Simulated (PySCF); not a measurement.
H₃P₂ (charge −1)

Input

```
{"job": {"kind": "sp", "xc": "M06-2X", "basis": "ma-def2-TZVP", "grid": 3}, "charge": -1, "multiplicity": 1}
P      1.246071    -0.307293     0.679265
P     -0.554622     0.179368    -0.470082
H      2.081478    -0.114169    -0.474734
H     -1.265863     1.117008     0.362730
H     -1.488551    -0.866873    -0.135354
```

Launched as:

```sh
OMP_NUM_THREADS=1 python redox_run.py task.json out
```

Geometry: PBE0-D3(BJ)/ma-def2-SVP.

Computed with PySCF 2.14.0, density-fitted response routines, DFT single point, gas phase, functional M06-2X.

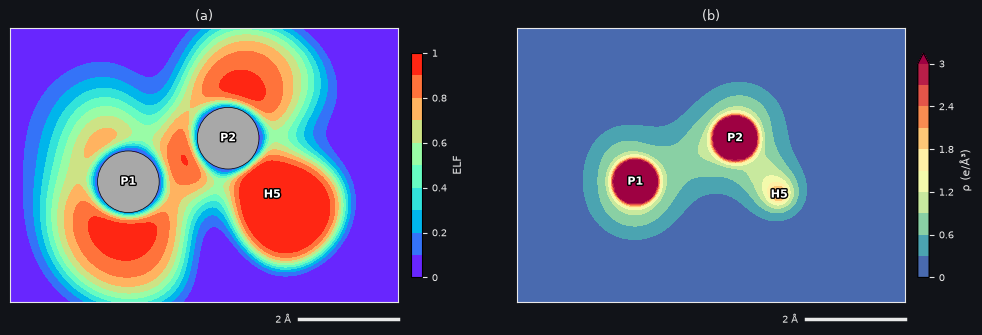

Figure 1. (a) electron localisation function; (b) total electron density on the plane of atoms P1, P2 and H5. Grey discs cover the atomic cores in the ELF map.

Q: What does the map show?

A:
- The plane passes through P and H nuclei.
- P–P (2.19 Å): ρ is about 0.77 e/Å³ halfway; the ELF peaks at about 0.90 between the atoms, as expected for a covalent bond.
- P–H (1.44 Å): ρ is about 1 e/Å³ halfway; the ELF climbs to about 1 towards the hydrogen, as it does in any bond to H.
- The ELF also peaks beside P1 and P2, away from the bonds: lone-pair regions.

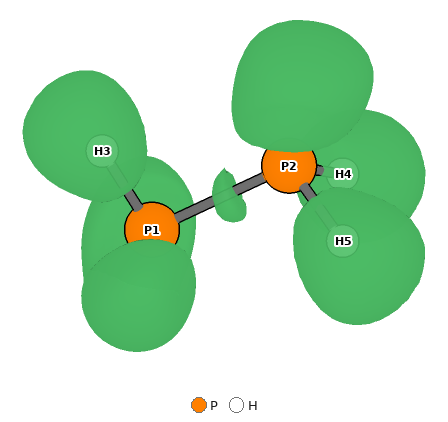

Figure 2. Isosurface of the electron localisation function at 0.85 (green), seen at an oblique angle. Only the valence region is drawn (cores and ρ < 0.01 e/Å³ removed).

Q: Where are the electrons localised?

A: At this value the surface marks out one region between bonded P–P atoms (shared pairs), three regions around hydrogen nuclei and two lobes on P, pointing away from the bonds (lone pairs).
